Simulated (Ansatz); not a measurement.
```xyz
6

O     0.9295   -1.5862    0.8640
C     0.2446   -0.8389    0.2592
S    -1.1496   -0.7591   -0.8273
C    -0.0787    0.5325   -0.1285
F     0.7079    1.2082   -0.9598
F    -0.6116    1.3794    0.7463
```

Geometry: PBE0-D4/def2-TZVP.

Level of theory: RKS PBE0-D4/def2-TZVPP (Ansatz 0.2.0).

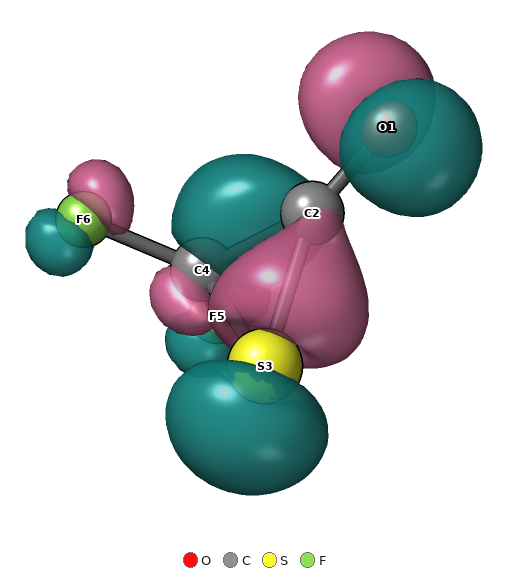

C₂F₂OS (SMILES O=C1SC1(F)F). The HOMO at ±0.15 Å⁻³ᐟ² (teal and pink are the two phases), seen at an oblique angle.

Describe this orbital and give its energy.

Answer. Its weight (Hirshfeld) is mainly on O1 (about 40 %), S3 (about 25 %), C2 (about 15 %) and C4 (about 10 %). Its energy is −8.31 eV.
